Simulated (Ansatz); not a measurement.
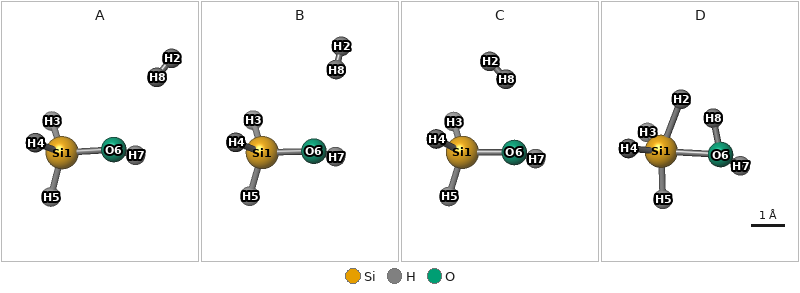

4 geometries from a converged minimum-energy path of SiH6O, made up at the start of SiH₄ and H₂O, shuffled. Style: ball-and-stick. Shown at a tilt.

These are results of RKS r2SCANh-D4/6-31G* (Ansatz 0.2.0), not measurements. Settings: 7 movable images; climbing image; force threshold 0.05 eV/Å; iteration limit 60; starting path through a guess of the saddle point.

Question: Which of them lies highest in energy?

Answer: D. In order along the path, whose images run from 0 to 8: D (image 3, +1.70 eV), C (image 5, −0.52 eV), B (image 7, −0.58 eV), A (image 8, −0.59 eV). Breaking: O6–H8 (0.97 → 1.14 at the top → 2.60 Å), Si1–H2 (1.49 → 1.76 at the top → 4.49 Å). Forming: H2–H8 (2.68 → 1.15 at the top → 0.74 Å), Si1–O6 (3.07 → 1.89 at the top → 1.66 Å).

Limits of the set-up: the start holds two separate molecules, 2.7 Å apart at their closest, whose relative position is a soft coordinate.

The run took 2.8 min on 1 thread of Intel(R) Xeon(R) 6975P-C (Granite Rapids) (shared host), peak memory 0.12 GiB.
